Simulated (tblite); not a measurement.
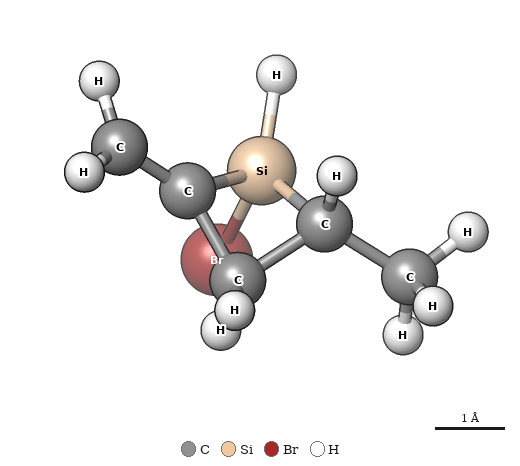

Starting structure of C₅H₉BrSi. The picture is a ball-and-stick view, seen from a free direction.

Theory: GFN2-xTB geometry optimisation, gas phase (tblite 0.8.0).

```xyz
16

C     2.0776   -1.3726   -0.7807
C     1.1428   -0.6099   -0.2153
C    -0.0712   -0.8182    0.6485
C    -0.7478    0.1978   -0.2722
C    -2.0459    0.7625    0.2053
Si    0.7766    1.2043   -0.0872
Br    1.3007    1.9357    1.9425
H     2.1085   -2.4414   -0.7223
H     2.8531   -0.8545   -1.3459
H    -0.5180   -1.8315    0.5837
H     0.0779   -0.4748    1.6935
H    -0.8675   -0.2167   -1.2945
H    -2.4200    1.5937   -0.4425
H    -2.8070   -0.0511    0.0430
H    -2.1091    1.0386    1.2587
H     1.2418    1.9471   -1.2260
```

Predict the outcome.

The largest move after the best rigid fit is that of H10, 1.49 Å. Largest moves by element: H 1.49 Å, Br 1.08 Å, C 0.86 Å, Si 0.48 Å. Near-neighbour distances that change, for instance: C4–Si6 1.836 → 1.920 Å, C5–H14 1.126 → 1.090 Å, C2–Si6 1.855 → 1.885 Å, C5–H13 1.118 → 1.089 Å. Bond angles that change, for instance: C2–C3–C4 85.4° → 99.8°, Br7–Si6–H16 118.5° → 105.2°, C2–Si6–H16 112.8° → 122.8°. Groups turn about C3–C4 by about 45°, C2–C3 by about 45°, C4–Si6 by about 40°. The energy falls by 29.7 kcal/mol in 105 geometry steps.

The structure at the end:

```xyz
16

C     2.2835   -1.3389   -0.0634
C     1.1883   -0.6155   -0.2147
C    -0.2593   -1.0520   -0.1552
C    -0.9547    0.3045   -0.4297
C    -1.9049    0.7501    0.6713
Si    0.7465    1.1842   -0.5621
Br    1.1734    2.5996    1.1041
H     2.2424   -2.3996    0.1365
H     3.2677   -0.9044   -0.1248
H    -0.4901   -1.8120   -0.9031
H    -0.5194   -1.4559    0.8244
H    -1.5024    0.2805   -1.3743
H    -2.3065    1.7392    0.4564
H    -2.7402    0.0559    0.7602
H    -1.3948    0.7936    1.6323
H     1.1628    1.8796   -1.7692
```

The end point in the same view:

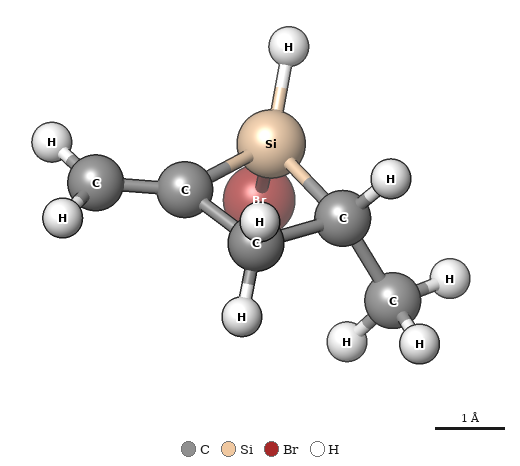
